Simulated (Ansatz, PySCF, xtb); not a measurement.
Torsion F1–Pb2–S3–H4 in FHPbS (SMILES [F][Pb][SH]); at each angle all else is relaxed with GFN2-xTB, and the levels are single points there.
Geometry at 0° (charge 0, multiplicity 1):
```xyz
4

F      1.737    -0.886    -0.163
Pb     0.995     1.028    -0.618
S     -1.425     0.399    -0.501
H     -1.268    -0.876    -0.202
```
Energies count from the point at 0°.

Frozen-core correlation. Filled d and f shells under p-block atoms count as core. CBS(a, b) extrapolates the correlation energy as X⁻³ and adds the Hartree–Fock energy of set b.

Codes used: Ansatz (a program for electronic structure); PySCF for the dispersion terms; xtb for the GFN methods. Each number belongs to the level named beside it. In def2 rows elements past Kr take small-core potentials, without spin–orbit coupling.

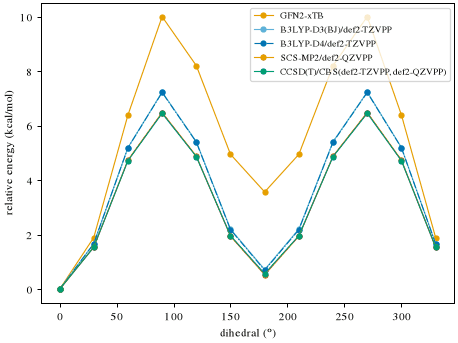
Fig. 1. Relative energy along the coordinate

Read off the GFN2-xTB curve at dihedral = 180.

about 3.6 kcal/mol
